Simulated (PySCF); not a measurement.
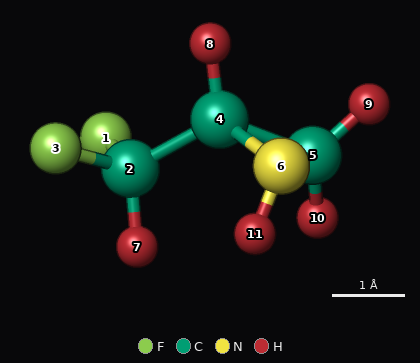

Figure 1. The input geometry (ball-and-stick view, seen at an oblique angle; atoms are numbered from 1 in the order of the input). Bond lengths as drawn: C–C 1.46 to 1.51 Å, C–F 1.35 to 1.36 Å, C–H 1.08 to 1.10 Å, C–N 1.47 Å and H–N 1.02 Å.

# Spin–spin coupling calculation of C3H5F2N

The run: spin–spin coupling calculation of C3H5F2N, SMILES FC(F)[C@@H]1CN1. Method and program: B3LYP/6-31G* H:pcJ-1 F:pcJ-1 N:pcJ-1 indirect spin-spin coupling, non-relativistic, gas phase (PySCF 2.14.0).

The geometry comes from this level: GFN2-xTB, coordinate held. Figures and captions count atoms from 1; the log counts them from 0 in places.

### Output
```
coarse grid: 9592 points
cycle   1  E = -371.6328453920  dE =  8.680e-01  |g| = 7.359e-01  |ddm| = 2.768e+00
cycle   2  E = -371.5294353237  dE =  1.034e-01  |g| = 1.125e+00  |ddm| = 1.064e+00
cycle   3  E = -371.7216629262  dE = -1.922e-01  |g| = 6.439e-02  |ddm| = 6.344e-01
cycle   4  E = -371.7222631466  dE = -6.002e-04  |g| = 3.640e-02  |ddm| = 7.368e-02
cycle   5  E = -371.7225557837  dE = -2.926e-04  |g| = 8.132e-03  |ddm| = 3.199e-02
cycle   6  E = -371.7225654881  dE = -9.704e-06  |g| = 3.643e-03  |ddm| = 6.785e-03
cycle   7  E = -371.7225680396  dE = -2.552e-06  |g| = 4.474e-04  |ddm| = 2.747e-03
final grid: 94688 points
cycle   8  E = -371.7233809399  dE = -1.010e-04  |g| = 7.261e-03  |ddm| = 1.886e-02
cycle   9  E = -371.7233723805  dE =  8.559e-06  |g| = 1.028e-02  |ddm| = 1.168e-02
cycle  10  E = -371.7233910654  dE = -1.868e-05  |g| = 7.848e-04  |ddm| = 6.715e-03
cycle  11  E = -371.7233911523  dE = -8.688e-08  |g| = 3.199e-04  |ddm| = 7.076e-04
cycle  12  E = -371.7233911716  dE = -1.936e-08  |g| = 5.494e-05  |ddm| = 2.466e-04
cycle  13  E = -371.7233911723  dE = -6.285e-10  |g| = 1.675e-05  |ddm| = 5.770e-05
```

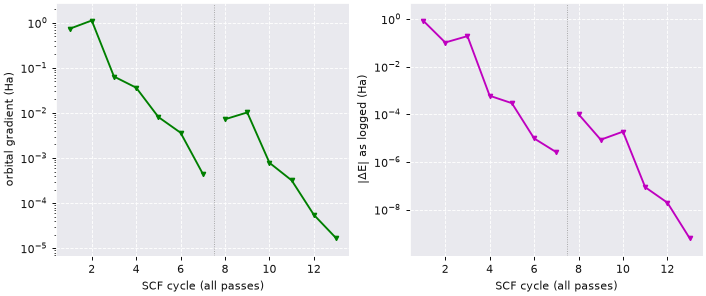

Figure 2. Convergence of the self-consistent field: orbital gradient and size of the energy change against the SCF cycle. The dotted line marks the change from a coarse to the final integration grid. The first 7 cycles use a coarse grid, the final grid takes over at cycle 8, and the field converges after 13 cycles in all.

```
converged SCF energy = -371.7233911723

Indirect spin-spin couplings (Hz)
  i      j    bonds     total        FC       PSO       DSO        SD
  0 F    2 F    2    278.439    59.052   126.897    -0.624    93.114
  0 F    5 N    3     10.456     8.221     3.183     0.153    -1.100
  0 F    6 H    2     58.895    62.205     1.105    -0.828    -3.586
  0 F    7 H    3      1.061     0.920     0.504    -0.224    -0.140
  0 F    8 H    4      1.500     1.772     0.685    -0.821    -0.137
  0 F    9 H    4      0.790     0.027     0.950     0.033    -0.220
  0 F   10 H    4     -2.136    -1.034     0.200    -1.024    -0.277
  2 F    5 N    3      0.501     0.318     0.206     0.050    -0.073
  2 F    6 H    2     61.039    64.500     0.935    -0.855    -3.541
  2 F    7 H    3      9.277     9.139     0.411     0.011    -0.285
  2 F    8 H    4      3.014     3.464     0.843    -1.479     0.186
  2 F    9 H    4     -2.680    -1.756     0.349    -1.247    -0.027
  2 F   10 H    4      1.030     0.282     1.075     0.088    -0.414
  5 N    6 H    3     -0.753    -0.759    -0.067    -0.002     0.075
  5 N    7 H    2     -7.963    -7.826    -0.298     0.104     0.057
  5 N    8 H    2     -7.125    -6.995    -0.329     0.136     0.064
  5 N    9 H    2      0.460     0.483    -0.271     0.180     0.068
  5 N   10 H    1    -48.488   -45.252    -2.816    -0.312    -0.109
  6 H    7 H    3      6.793     7.799     1.786    -2.792         -
  6 H    8 H    4     -0.769    -0.267     1.138    -1.640         -
  6 H    9 H    4      0.191    -0.197    -1.127     1.515         -
  6 H   10 H    4      0.233    -0.376    -2.452     3.060         -
  7 H    8 H    3      6.303     6.392     0.081    -0.170         -
  7 H    9 H    3      2.638     3.573     1.868    -2.803         -
  7 H   10 H    3      8.942     9.506     2.738    -3.301         -
  8 H    9 H    2     -2.580    -1.801     2.123    -2.901         -
  8 H   10 H    3      8.977     9.585     2.833    -3.442         -
  9 H   10 H    3     11.542    11.404    -0.488     0.625         -
```

This output came from the following input.

### Input
```
{"job": {"kind": "j", "xc": "B3LYP", "basis": {"default": "6-31G*", "H": "pcJ-1", "F": "pcJ-1", "N": "pcJ-1"}, "nuclei": ["H", "F", "N"], "every": 1, "pop": false}, "charge": 0, "multiplicity": 1}
F      1.992391    -0.709604     0.583609
C      1.242764     0.070368    -0.236680
F      1.975300     1.185833    -0.464691
C     -0.074977     0.401456     0.413012
C     -1.186185    -0.543789     0.333481
N     -1.240503     0.717758    -0.419714
H      1.138846    -0.463723    -1.197553
H      0.031512     1.009517     1.305261
H     -1.862756    -0.604657     1.174657
H     -1.066750    -1.474341    -0.206908
H     -0.911488     0.407496    -1.338375
```

The first line tells a small driver script what to run in PySCF; the rest is the geometry in Å.

Run as:
```bash
OMP_NUM_THREADS=1 python <driver script> task.json out
```

### Results in brief

```tsv
quantity	value
outcome	converged
total energy	−371.723391 hartree
HOMO	−7.68 eV
LUMO	0.72 eV
dipole moment	2.19 D
hardware	1 CPU thread, shared host
wall time	14 s
peak memory	0.74 GiB
```
